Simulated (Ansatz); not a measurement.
CH3FO (SMILES OCF): where methods fail along a bond

CH3FO has 6 atoms, charge 0, and is taken as a singlet. As SMILES, `OCF`. The coordinates come from a PBE0-D4/def2-TZVP relaxation. This is one conformer, not always the lowest.

```xyz
6

O    -0.7940   -0.6972   -0.2474
C     0.2502    0.0490    0.2308
F    -0.0941    1.3832    0.3238
H    -0.9287   -0.4951   -1.1780
H     1.1368    0.0049   -0.4125
H     0.4721   -0.3088    1.2373
```

The O1–H4 distance is scanned; the parts on either side stay rigid. Basis STO-3G, 3 core orbitals frozen in the correlated methods; program Ansatz 0.2.0. FCI is exact within this basis and core. Energies in eV from each method's value at 0.962 Å; methods without a U are spin-restricted. The shape above is that at 0.962 Å.

| distance (Å) | HF | PBE | BHLYP | wB97X | HSE06 | CCSD(T) | BCCD(T) | FCI |
| --- | --- | --- | --- | --- | --- | --- | --- | --- |
| 0.962 | 0.00 | 0.00 | 0.00 | 0.00 | 0.00 | 0.00 | 0.00 | 0.00 |
| 1.202 | 0.99 | 0.35 | 0.71 | 0.58 | 0.56 | 0.45 | 0.45 | 0.45 |
| 1.443 | 3.10 | 1.68 | 2.46 | 2.20 | 2.13 | 1.76 | 1.76 | 1.75 |
| 1.924 | 7.15 | 4.20 | 5.80 | 5.36 | 5.09 | 3.50 | 3.50 | 3.50 |
| 2.404 | 9.77 | 5.69 | 7.90 | 7.46 | 6.88 | 3.91 | 3.93 | 3.95 |

Departure from the FCI curve at its largest: HF +5.82 eV at 2.40 Å; PBE +1.74 eV at 2.40 Å; BHLYP +3.96 eV at 2.40 Å; wB97X +3.51 eV at 2.40 Å; HSE06 +2.94 eV at 2.40 Å; CCSD(T) -0.03 eV at 2.40 Å; BCCD(T) -0.02 eV at 2.40 Å. Restricted functionals keep the electrons paired too, and rise too high. Restricted Hartree–Fock keeps the electrons paired, so it rises far too high as the bond breaks.

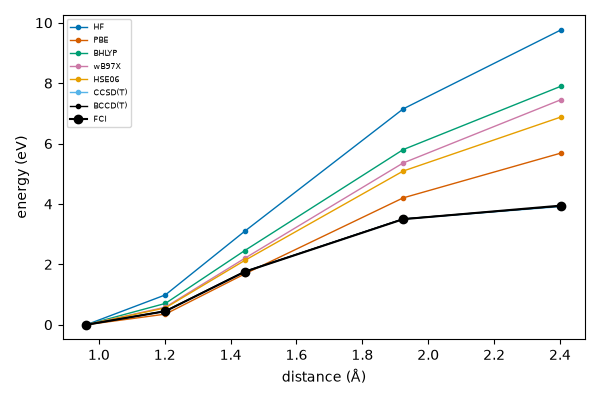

The curves of the table.
